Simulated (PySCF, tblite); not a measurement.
# Si11Ge11H28: electronic excitations, NMR shifts

Wanted: electronic excitations, NMR shifts for Si11Ge11H28.

Computed with tblite 0.8.0 and PySCF 2.14.0 and routines of our own; the level stands in each step. Atoms count from 0.

### 1 The system as given

50 atoms, charge 0, multiplicity 1; geometry from: force field, distance geometry or constructed start.

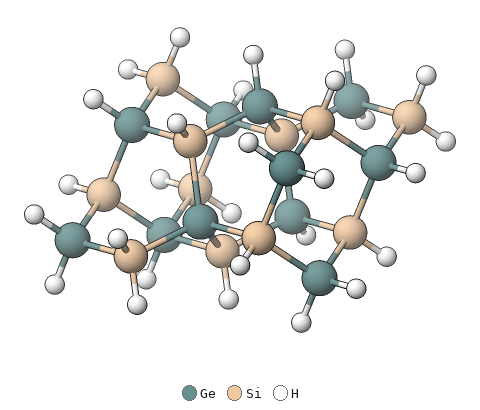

The starting geometry (germanium teal, silicon light orange, hydrogen white).

### 2 Geometry optimisation with GFN2-xTB

The job: settings as JSON, then the geometry in Å.

```
{"job": {"kind": "relax", "xc": "GFN2-xTB", "basis": "xTB"}, "charge": 0, "multiplicity": 1}
Ge     0.004900     2.259900    -3.601100
Ge    -1.961900     1.133400    -0.407900
Si    -1.953500     1.128500    -2.798900
Ge    -1.959400    -1.126400    -3.605700
Ge    -0.001000    -2.262900    -0.397600
Si    -0.003300    -2.262200    -2.802500
Ge     0.000100     2.263400     2.794200
Si     0.003400     2.264400     0.400100
Si    -1.956000     1.128700     3.596700
Ge    -1.961500    -1.131600     2.799100
Si    -1.960800    -1.132000     0.396500
Si    -0.002500    -2.263700     3.597100
Ge    -0.003400    -4.522700     2.802500
Si     0.002200    -4.524000     0.395900
Ge    -0.002200     4.528500    -0.400800
Si    -0.001900     4.524000    -2.793600
Ge     1.959100     1.132700    -0.400100
Si     1.957600     1.127400    -2.800900
Ge     1.958100    -1.129000    -3.597000
Si     1.961500     1.131700     3.599800
Ge     1.956400    -1.127000     2.799000
Si     1.957800    -1.129300     0.398400
H      0.003400     2.266300    -5.122900
H     -3.212100     1.847800     0.107500
H     -3.133900     1.812300    -3.279000
H     -1.964800    -1.131700    -5.127000
H     -3.207200    -1.849800    -3.090200
H     -0.000600    -3.618700    -3.278700
H      0.000600     3.704600     3.305500
H     -3.133300     1.810100     3.120500
H     -1.955100     1.131400     5.036000
H     -3.209800    -1.850800     3.307700
H     -3.135400    -1.809600    -0.083300
H      0.002100    -2.263000     5.040800
H     -1.248000    -5.242800     3.304200
H      1.249700    -5.242400     3.304600
H     -1.176600    -5.202100    -0.085500
H      1.176700    -5.199700    -0.084000
H     -1.248100     5.240700     0.108900
H      1.244400     5.248000     0.110200
H     -1.175900     5.199900    -3.276100
H      1.181700     5.196600    -3.276200
H      3.212800     1.853100     0.105400
H      3.137000     1.809200    -3.281700
H      1.955000    -1.129100    -5.127100
H      3.206000    -1.850500    -3.092900
H      3.136800     1.809800     3.116500
H      1.958400     1.133400     5.039400
H      3.209500    -1.851700     3.307700
H      3.136300    -1.809000    -0.079400
```

The run is started by

```bash
$ OMP_NUM_THREADS=4 python large_run.py task.json out
```

One launch serves the whole session: the jobs run in the order shown.

What it wrote:

```text
step      E/eV     max force
  0   -1485.44565    1.087
  1   -1485.64600    0.690
  2   -1485.80289    0.374
  3   -1485.85337    0.419
  4   -1485.96821    0.545
  5   -1486.03202    0.409
  6   -1486.06466    0.316
  7   -1486.08023    0.183
  8   -1486.09514    0.139
  9   -1486.10398    0.130
 10   -1486.11015    0.123
 11   -1486.11459    0.127
 12   -1486.11880    0.107
 13   -1486.12298    0.120
 14   -1486.12741    0.121
 15   -1486.13187    0.106
 16   -1486.13546    0.093
 17   -1486.13766    0.081
 18   -1486.13913    0.064
 19   -1486.14057    0.069
 20   -1486.14225    0.078
 21   -1486.14406    0.063
 22   -1486.14579    0.070
 23   -1486.14729    0.053
 24   -1486.14845    0.049
 25   -1486.14922    0.040
 26   -1486.14972    0.034
 27   -1486.15015    0.036
 28   -1486.15061    0.037
 29   -1486.15105    0.042
 30   -1486.15142    0.037
 31   -1486.15170    0.029
 32   -1486.15191    0.023
 33   -1486.15206    0.020
 34   -1486.15219    0.027
 35   -1486.15231    0.026
 36   -1486.15243    0.019
```

It took 25 s on 4 threads of Intel Xeon Platinum 8175M at 2.50GHz, shared host; peak memory 0.17 GiB.

The steps of the relaxation:

```
step  energy from step 0 (eV)  largest force (eV/Å)
   0                   0.0000                1.0869
   1                  -0.2004                0.6906
   2                  -0.3572                0.3740
   3                  -0.4077                0.4195
   4                  -0.5226                0.5450
   5                  -0.5864                0.4084
   6                  -0.6190                0.3158
   7                  -0.6346                0.1830
   8                  -0.6495                0.1392
  10                  -0.6645                0.1231
  12                  -0.6732                0.1073
  14                  -0.6818                0.1213
  16                  -0.6898                0.0935
  18                  -0.6935                0.0642
  21                  -0.6984                0.0629
  23                  -0.7016                0.0523
  25                  -0.7036                0.0399
  27                  -0.7045                0.0357
  29                  -0.7054                0.0419
  32                  -0.7063                0.0232
  33                  -0.7064                0.0207
  34                  -0.7065                0.0271
  35                  -0.7067                0.0262
  36                  -0.7068                0.0197
```

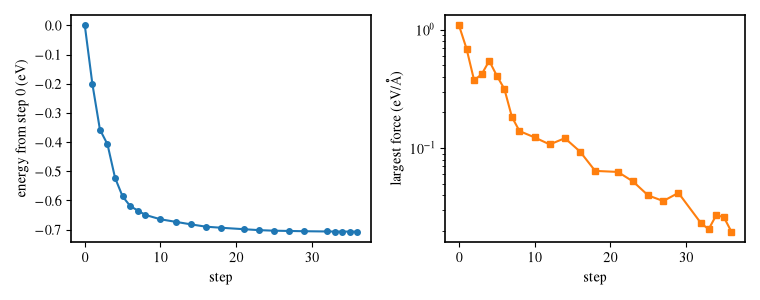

Energy and largest force along the relaxation.

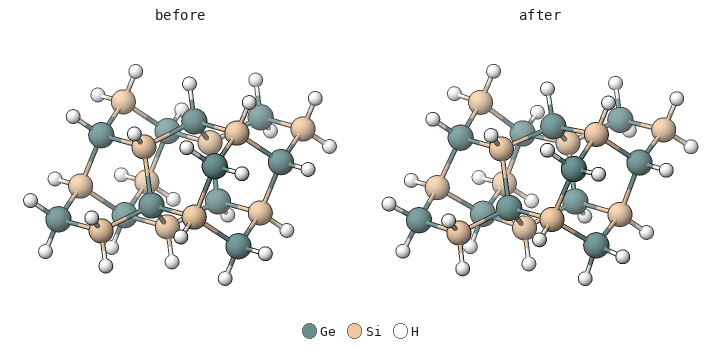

The geometry before (left) and after (right).

Close pairs (by a distance rule), those that changed most:

```csv
bond,before (Å),after (Å),change (Å)
Ge12–Si13,2.407,2.350,-0.056
Ge0–Si15,2.404,2.361,-0.042
Si11–Ge12,2.395,2.355,-0.040
Si5–Ge18,2.401,2.362,-0.038
Ge3–Si5,2.400,2.362,-0.038
Si10–H32,1.438,1.476,+0.037
Ge14–Si15,2.393,2.356,-0.037
Ge6–Si19,2.404,2.368,-0.036
```

The final coordinates are the input of the step that follows.

### 3 Electronic excitations: TDDFT PBE/def2-SVP

The job: settings as JSON, then the geometry in Å.

```
{"job": {"kind": "uv", "basis": "def2-SVP", "grid": 1, "kgrid": 0, "vcut": null, "nstates": 6, "ntriplets": 2, "tda": false, "delta": ["ip_vertical"], "pop": true, "xc": "PBE"}, "charge": 0, "multiplicity": 1}
Ge     0.001064     2.324432    -3.550720
Ge    -1.842100     1.069398    -0.458195
Si    -1.961303     1.153723    -2.851233
Ge    -1.870271    -1.091368    -3.582306
Ge    -0.000036    -2.330484    -0.423456
Si    -0.000731    -2.320231    -2.825163
Ge     0.000267     2.162685     2.880512
Si     0.000295     2.332826     0.480305
Si    -1.988149     1.141863     3.661202
Ge    -1.864701    -1.066843     2.823551
Si    -1.932969    -1.149149     0.431879
Si    -0.000461    -2.295851     3.659839
Ge    -0.000003    -4.459188     2.730455
Si     0.000433    -4.564398     0.382494
Ge    -0.000802     4.485915    -0.519918
Si     0.001398     4.586692    -2.874022
Ge     1.842745     1.068785    -0.458012
Si     1.962604     1.152525    -2.850799
Ge     1.869189    -1.092151    -3.583072
Si     1.988992     1.141675     3.660515
Ge     1.864311    -1.067362     2.824032
Si     1.932916    -1.149504     0.432213
H      0.001066     2.308000    -5.083423
H     -3.117706     1.753042     0.058507
H     -3.173055     1.845430    -3.318909
H     -2.025259    -1.170006    -5.091505
H     -3.148597    -1.805508    -3.172213
H     -0.001088    -3.690402    -3.362169
H      0.000455     3.616245     3.366368
H     -3.176041     1.852773     3.172630
H     -2.054497     1.160453     5.128665
H     -3.123207    -1.804758     3.294794
H     -3.147555    -1.846178    -0.033050
H     -0.000911    -2.292368     5.132203
H     -1.155833    -5.251695     3.313843
H      1.155847    -5.251243     3.314385
H     -1.174813    -5.302945    -0.097023
H      1.176606    -5.301940    -0.096497
H     -1.157063     5.274022     0.074006
H      1.151629     5.277449     0.076869
H     -1.176401     5.320528    -3.349506
H      1.180769     5.319594    -3.346968
H      3.118419     1.751987     0.058812
H      3.174942     1.843232    -3.318476
H      2.022048    -1.169247    -5.092692
H      3.147382    -1.807959    -3.175535
H      3.176728     1.851861     3.170309
H      2.056810     1.161513     5.127905
H      3.122607    -1.805709     3.295453
H      3.147315    -1.846602    -0.032756
```

With the program's defaults for keys left out, this is: TDDFT PBE/def2-SVP, vertical, gas phase, core orbitals frozen in the response.

What it wrote:

```text
start: PBE on a coarse grid of 204371 points
cycle   1  E = -26039.4548729507  dE = -4.533e+00  |g| = 1.531e+00  |ddm| = 8.187e+00
cycle   2  E = -26039.3060433625  dE =  1.488e-01  |g| = 1.892e+00  |ddm| = 2.131e+00
cycle   3  E = -26039.6396003079  dE = -3.336e-01  |g| = 2.905e-01  |ddm| = 1.696e+00
cycle   4  E = -26039.6660020243  dE = -2.640e-02  |g| = 1.092e-01  |ddm| = 6.684e-01
cycle   5  E = -26039.6699023091  dE = -3.900e-03  |g| = 2.702e-02  |ddm| = 2.084e-01
cycle   6  E = -26039.6701443980  dE = -2.421e-04  |g| = 9.537e-03  |ddm| = 5.955e-02
final grid: 204371 points
cycle   7  E = -26039.6700168085  dE =  1.276e-04  |g| = 2.021e-02  |ddm| = 5.215e-02
cycle   8  E = -26039.6694043966  dE =  6.124e-04  |g| = 4.488e-02  |ddm| = 1.143e-01
cycle   9  E = -26039.6701515646  dE = -7.472e-04  |g| = 4.634e-03  |ddm| = 8.110e-02
cycle  10  E = -26039.6701762957  dE = -2.473e-05  |g| = 7.634e-04  |ddm| = 8.439e-03
cycle  11  E = -26039.6701772356  dE = -9.399e-07  |g| = 8.806e-05  |ddm| = 1.212e-03
converged SCF energy = -26039.6701772356
Vertical ionisation energy (delta-SCF) = 7.3329 eV   <S^2> = 0.751

Static polarisability (au): isotropic 659.103, principal 525.704 679.140 772.465

Singlet excitations
state   eV       nm        f      main configurations
  1   3.8490    322.1   0.00038   H->L 0.98
  2   3.9501    313.9   0.00002   H->L+1 0.99
  3   4.0307    307.6   0.00020   H->L+2 0.97
  4   4.0572    305.6   0.00000   H-1->L 0.64, H-3->L 0.35
  5   4.0823    303.7   0.00180   H-2->L 0.94
  6   4.0871    303.4   0.00117   H-3->L 0.63, H-1->L 0.34

Triplet excitations (Tamm-Dancoff, eV): 3.7274 3.8473
```

Wall time 1.7 min (4 threads of Intel Xeon Platinum 8175M at 2.50GHz, shared host); peak memory 2.9 GiB.

The orbitals next to the gap, with their largest atomic shares:

```csv
orbital,eV,atoms
HOMO−4,-6.29,"Si5 10 %, Ge4 8 %, Ge6 7 %"
HOMO−3,-6.15,"Ge4 15 %, Si21 11 %, Si10 10 %"
HOMO−2,-6.15,"Ge6 7 %, Ge1 7 %, Ge16 6 %"
HOMO−1,-6.10,"Si7 17 %, Ge16 12 %, Ge1 12 %"
HOMO,-5.90,"Si13 8 %, Ge1 8 %, Ge16 8 %"
LUMO,-2.11,"Ge14 12 %, Si7 12 %, Ge6 11 %"
LUMO+1,-1.99,"Ge16 8 %, Ge1 8 %, Ge14 8 %"
LUMO+2,-1.92,"Ge1 8 %, Ge16 7 %, Si7 6 %"
LUMO+3,-1.83,"Ge4 8 %, Ge20 7 %, Ge9 7 %"
```

Further results of this job:

| property | computed |
| --- | --- |
| dipole moment (D) | 0.27 |
| polarisability (Å³) | 97.67 |
| HOMO–LUMO gap (eV) | 3.79 |
| −ε(HOMO) (eV) | 5.90 |

### 4 NMR shifts: GIAO KT3/pcSseg-1

The job, as its differences from that of step 3:

```diff
@@ -1,2 +1,2 @@
-{"job": {"kind": "uv", "basis": "def2-SVP", "grid": 1, "kgrid": 0, "vcut": null, "nstates": 6, "ntriplets": 2, "tda": false, "delta": ["ip_vertical"], "pop": true, "xc": "PBE"}, "charge": 0, "multiplicity": 1}
+{"job": {"kind": "nmr", "xc": "KT3", "basis": "pcSseg-1", "pop": false}, "charge": 0, "multiplicity": 1}
 Ge     0.001064     2.324432    -3.550720
```

Level: GIAO KT3/pcSseg-1 NMR shielding, non-relativistic, gas phase.

What it wrote:

```text
start: PBE on a coarse grid of 204371 points
cycle   1  E = -26040.5569595926  dE = -5.035e+00  |g| = 3.334e+00  |ddm| = 8.874e+00
cycle   2  E = -26039.9989580659  dE =  5.580e-01  |g| = 3.932e+00  |ddm| = 4.103e+00
cycle   3  E = -26041.1005095565  dE = -1.102e+00  |g| = 5.505e-01  |ddm| = 3.209e+00
cycle   4  E = -26041.1282982435  dE = -2.779e-02  |g| = 4.045e-01  |ddm| = 1.703e+00
cycle   5  E = -26041.1839895487  dE = -5.569e-02  |g| = 7.620e-02  |ddm| = 8.312e-01
cycle   6  E = -26041.1856286100  dE = -1.639e-03  |g| = 2.419e-02  |ddm| = 1.557e-01
cycle   7  E = -26041.1858136136  dE = -1.850e-04  |g| = 6.647e-03  |ddm| = 5.040e-02
final grid: 387056 points
cycle   8  E = -26159.7950029169  dE = -4.093e-02  |g| = 1.631e+00  |ddm| = 1.842e+00
cycle   9  E = -26159.6670975621  dE =  1.279e-01  |g| = 2.046e+00  |ddm| = 2.234e+00
cycle  10  E = -26159.9519974198  dE = -2.849e-01  |g| = 1.921e-01  |ddm| = 1.379e+00
cycle  11  E = -26159.9556440975  dE = -3.647e-03  |g| = 1.208e-01  |ddm| = 5.220e-01
cycle  12  E = -26159.9608390537  dE = -5.195e-03  |g| = 1.716e-02  |ddm| = 2.530e-01
cycle  13  E = -26159.9609195003  dE = -8.045e-05  |g| = 5.847e-03  |ddm| = 3.747e-02
cycle  14  E = -26159.9609390621  dE = -1.956e-05  |g| = 2.108e-03  |ddm| = 1.288e-02
cycle  15  E = -26159.9609272843  dE =  1.178e-05  |g| = 4.787e-04  |ddm| = 4.201e-03
cycle  16  E = -26159.9609327377  dE = -5.453e-06  |g| = 1.489e-04  |ddm| = 9.342e-04
cycle  17  E = -26159.9609276684  dE =  5.069e-06  |g| = 7.145e-05  |ddm| = 3.280e-04
converged SCF energy = -26159.9609276684

GIAO shielding tensors (ppm)
atom      isotropic    diamagn.    paramagn.     s11        s22        s33       span
  0 Ge    1709.191    2764.729   -1055.538   1673.876   1721.374   1732.322     58.446
  1 Ge    1677.156    2764.981   -1087.825   1647.554   1688.811   1695.103     47.549
  2 Si     455.144     883.862    -428.719    444.765    450.101    470.565     25.800
  3 Ge    1674.481    2762.775   -1088.294   1627.977   1683.577   1711.887     83.910
  4 Ge    1725.577    2766.650   -1041.073   1685.600   1740.879   1750.252     64.652
  5 Si     453.256     883.227    -429.971    437.548    445.810    476.409     38.861
  6 Ge    1666.442    2765.232   -1098.790   1638.501   1644.396   1716.429     77.928
  7 Si     467.943     882.440    -414.497    443.737    463.264    496.829     53.092
  8 Si     462.306     884.440    -422.134    432.368    473.011    481.539     49.171
  9 Ge    1682.824    2765.148   -1082.324   1664.529   1682.523   1701.418     36.889
 10 Si     452.792     883.032    -430.240    442.031    450.018    466.326     24.295
 11 Si     469.900     884.499    -414.599    456.266    469.007    484.429     28.163
 12 Ge    1680.613    2760.911   -1080.298   1645.677   1661.508   1734.655     88.978
 13 Si     454.475     883.938    -429.463    433.284    446.306    483.836     50.552
 14 Ge    1653.796    2762.362   -1108.566   1583.388   1633.197   1744.803    161.415
 15 Si     460.246     884.417    -424.171    433.070    471.235    476.433     43.363
 16 Ge    1677.444    2764.970   -1087.526   1647.976   1689.016   1695.341     47.365
 17 Si     455.160     883.857    -428.697    444.849    450.138    470.493     25.644
 18 Ge    1674.472    2762.770   -1088.298   1627.981   1683.511   1711.924     83.942
 19 Si     462.293     884.435    -422.141    432.339    473.024    481.517     49.178
 20 Ge    1682.796    2765.155   -1082.359   1664.603   1682.490   1701.294     36.691
 21 Si     452.801     883.038    -430.237    442.033    450.032    466.338     24.305
 22 H       28.183      30.741      -2.558     20.280     22.930     41.338     21.058
 23 H       27.359      33.625      -6.266     20.193     22.899     38.985     18.792
 24 H       27.567      30.293      -2.726     23.133     23.906     35.663     12.529
 25 H       28.215      30.391      -2.176     21.047     21.753     41.845     20.798
 26 H       27.963      31.384      -3.420     20.578     23.655     39.657     19.079
 27 H       27.808      29.354      -1.546     22.237     25.337     35.851     13.614
 28 H       27.722      31.526      -3.804     19.343     22.792     41.032     21.689
 29 H       27.585      29.980      -2.395     23.123     25.653     33.981     10.858
 30 H       27.973      30.462      -2.489     23.583     24.237     36.100     12.517
 31 H       27.636      31.783      -4.147     20.462     21.381     41.064     20.602
 32 H       27.175      31.577      -4.403     22.275     25.651     33.597     11.323
 33 H       28.066      31.839      -3.773     22.929     25.217     36.051     13.122
 34 H       28.127      28.960      -0.832     21.120     21.946     41.317     20.197
 35 H       28.128      28.960      -0.832     21.120     21.948     41.316     20.197
 36 H       27.782      28.481      -0.700     22.631     25.925     34.789     12.159
 37 H       27.781      28.481      -0.700     22.632     25.925     34.785     12.153
 38 H       28.051      30.483      -2.433     20.399     23.537     40.217     19.818
 39 H       28.050      30.478      -2.427     20.391     23.533     40.227     19.836
 40 H       27.849      28.285      -0.435     23.544     24.375     35.629     12.085
 41 H       27.850      28.285      -0.436     23.546     24.377     35.625     12.079
 42 H       27.360      33.619      -6.259     20.191     22.899     38.990     18.799
 43 H       27.567      30.292      -2.725     23.133     23.905     35.663     12.529
 44 H       28.214      30.390      -2.176     21.048     21.758     41.837     20.789
 45 H       27.963      31.381      -3.418     20.580     23.645     39.666     19.086
 46 H       27.584      29.979      -2.395     23.120     25.659     33.973     10.853
 47 H       27.973      30.461      -2.488     23.581     24.235     36.102     12.521
 48 H       27.635      31.782      -4.147     20.460     21.383     41.061     20.600
 49 H       27.177      31.578      -4.402     22.281     25.650     33.599     11.319
```

Wall time 90 s (4 threads of Intel Xeon Platinum 8175M at 2.50GHz, shared host); peak memory 2.7 GiB.

Shifts follow as δ = σ(reference) − σ, with reference shieldings (ppm) from runs at the same level and on the same kind of geometry: ¹H TMS 31.76, ²⁹Si TMS 361.7. The references are single molecules in the gas phase. Atoms listed in one row are averaged.

```
     atoms                             environment  σ (ppm)  δ (ppm)
  H32, H49    hydrogen on a silicon bonded to 3 Ge    27.18     4.58
  H23, H42  hydrogen on a germanium bonded to 3 Si    27.36     4.40
  H24, H43    hydrogen on a silicon bonded to 3 Ge    27.57     4.19
  H29, H46    hydrogen on a silicon bonded to 2 Ge    27.58     4.18
  H31, H48  hydrogen on a germanium bonded to 3 Si    27.64     4.12
       H28  hydrogen on a germanium bonded to 3 Si    27.72     4.04
  H36, H37    hydrogen on a silicon bonded to 2 Ge    27.78     3.98
       H27    hydrogen on a silicon bonded to 3 Ge    27.81     3.95
  H40, H41    hydrogen on a silicon bonded to 2 Ge    27.85     3.91
  H26, H45  hydrogen on a germanium bonded to 2 Si    27.96     3.80
  H30, H47    hydrogen on a silicon bonded to 2 Ge    27.97     3.79
  H38, H39  hydrogen on a germanium bonded to 2 Si    28.05     3.71
       H33    hydrogen on a silicon bonded to 3 Ge    28.07     3.69
  H34, H35  hydrogen on a germanium bonded to 2 Si    28.13     3.63
       H22  hydrogen on a germanium bonded to 3 Si    28.18     3.58
  H25, H44  hydrogen on a germanium bonded to 2 Si    28.21     3.55
      Ge14           germanium bonded to 2 Si, 2 H     1654        –
       Ge6             germanium bonded to 3 Si, H     1666        –
 Ge3, Ge18           germanium bonded to 2 Si, 2 H     1674        –
 Ge1, Ge16             germanium bonded to 3 Si, H     1677        –
      Ge12           germanium bonded to 2 Si, 2 H     1681        –
 Ge9, Ge20             germanium bonded to 3 Si, H     1683        –
       Ge0             germanium bonded to 3 Si, H     1709        –
       Ge4                germanium bonded to 4 Si     1726        –
Si10, Si21               silicon bonded to 3 Ge, H    452.8    -91.1
       Si5               silicon bonded to 3 Ge, H    453.3    -91.6
      Si13             silicon bonded to 2 Ge, 2 H    454.5    -92.8
 Si2, Si17               silicon bonded to 3 Ge, H    455.2    -93.5
      Si15             silicon bonded to 2 Ge, 2 H    460.2    -98.6
 Si8, Si19             silicon bonded to 2 Ge, 2 H    462.3   -100.6
       Si7                  silicon bonded to 4 Ge    467.9   -106.3
      Si11               silicon bonded to 3 Ge, H    469.9   -108.2
```

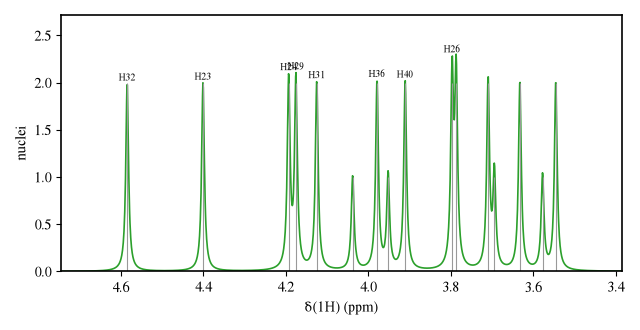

¹H lines at the computed shifts, without couplings. Lines are broadened to a width of 0.01 ppm (Lorentzian).

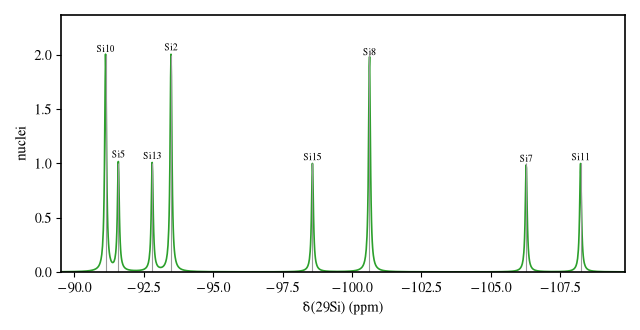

²⁹Si lines at the computed shifts, without couplings. Lines are broadened to a width of 0.08 ppm (Lorentzian).

Ring of atoms Ge0, Ge1, Si2, Si7, Ge14, Si15: NICS(0) -1.2, NICS(1) -1.4, NICS(1)zz 5.0 ppm (means of both faces).

Ring of atoms Ge0, Ge1, Si2, Si7, Ge16, Si17: NICS(0) -1.7, NICS(1) -1.5, NICS(1)zz 1.6 ppm (means of both faces).

Ring of atoms Ge0, Si2, Ge3, Si5, Si17, Ge18: NICS(0) -2.1, NICS(1) -1.5, NICS(1)zz 3.8 ppm (means of both faces).

### 5 Results

| quantity | value |
| --- | --- |
| lowest singlet (PBE/def2-SVP) | 3.85 eV (322 nm), f = 0.000 |
| brightest single state of those computed | state 5, 4.08 eV, f = 0.002 |
| lowest triplet | 3.73 eV |
| ¹H shifts against TMS (KT3/pcSseg-1, means over atoms taken as alike) | 4.58, 4.40, 4.19, 4.18, 4.12, 4.04, 3.98, 3.95, 3.91, 3.80, 3.79, 3.71, 3.69, 3.63 ppm and more |
| ²⁹Si shifts against TMS (KT3/pcSseg-1, means over atoms taken as alike) | -91.1, -91.6, -92.8, -93.5, -98.6, -100.6, -106.3, -108.2 ppm |
| shieldings of Ge (KT3/pcSseg-1, a mean where the table joins atoms) | Ge14 1653.8, Ge6 1666.4, Ge3 1674.5, Ge1 1677.3, Ge12 1680.6, Ge9 1682.8, Ge0 1709.2, Ge4 1725.6 ppm |

What this shows: The lowest singlet, at 3.85 eV, is HOMO→LUMO 0.98 and is dark; of the 6 states computed, the strongest absorption comes from states 3 to 6 together at 4.08 eV (the last computed, so partners may be missing). The lowest triplet lies 0.12 eV below the lowest singlet (triplets in Tamm-Dancoff, singlets in full TDDFT). At KT3/pcSseg-1: Shielding is most anisotropic at Ge14 (span 161 ppm, paramagnetic term -1109 ppm).
